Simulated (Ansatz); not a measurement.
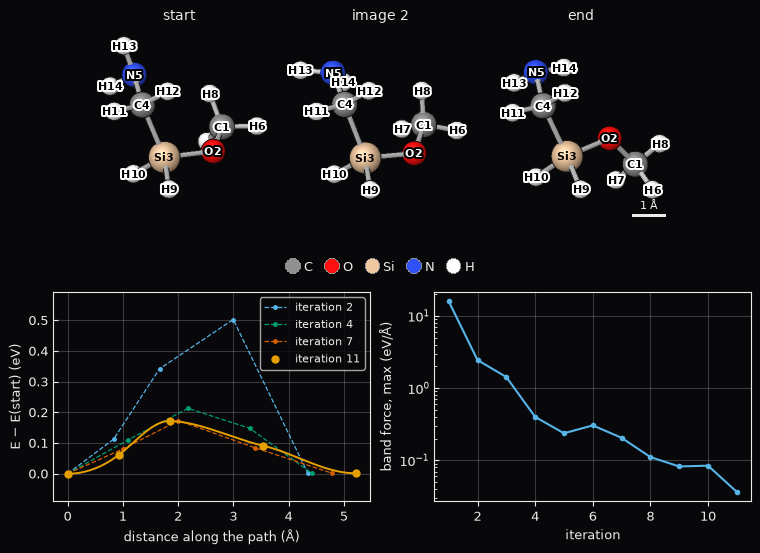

A nudged-elastic-band calculation for C$_{2}$H$_{9}$NOSi. Images are numbered from 0 (start) to 4 (end). The plot follows the band through its iterations. A ball-and-stick model, seen from a free direction.

The calculation used RKS r2SCAN-D4/def2-SVP (Ansatz). Set-up: 3 movable images; climbing image; force threshold 0.05 eV/Å; iteration limit 60; starting path through a guess of the saddle point.

Question: How did the profile develop, and is the result final?

Answer: The run is converged, with reservations. The band converged in 11 iterations. The largest component of the band force went from 16 to 0.037 eV/Å. The climbing image converged on the top of the path. Its curvatures weren't checked. So few images resolve the path coarsely. The first iteration put the highest image at 5.097 eV. The barrier is about 0.172 eV in both directions, with image 2 at the top; the ends have nearly the same energy.
